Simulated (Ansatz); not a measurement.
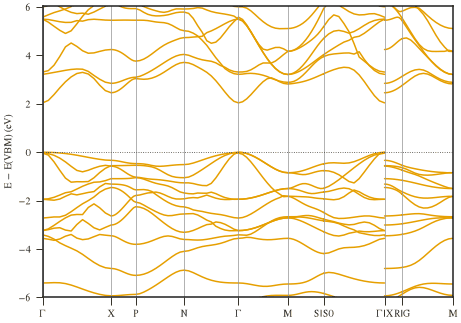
Figure: Band structure from DFT-r²SCAN in the program Ansatz with PAW potentials

Read off the gap and where the band edges lie.

About 2.0 eV (2.04 eV by a search for the band edges); maximum at Γ, minimum at Γ.

Which compound is it?
(A) ZnGa2Te4, I-4 (Zn on 2a, Ga on 2b, Ga on 2d, Te on 8g)
(B) Cs2KMnF6, I4/mmm (Pearson symbol tI20)
(C) ZnGa2Se4, I-4 (Zn on 2b, Ga on 2d, Ga on 2a, Se on 8g)
(D) Sr2ZnWO6, I4/m (Pearson symbol tI20)

C, ZnGa2Se4, I-4 (Zn on 2b, Ga on 2d, Ga on 2a, Se on 8g)

The first step of the workflow began from a Materials Project structure, measured or hypothetical; the Crystallography Open Database copy checked does not list it. Its standing as an ambient phase is unchecked. Symmetry was held in the r²SCAN relaxation; whether a distortion lowers the energy is not shown. Spin–orbit coupling is left out wherever it is not named.

Potentials: the later of the program's two PAW sets.
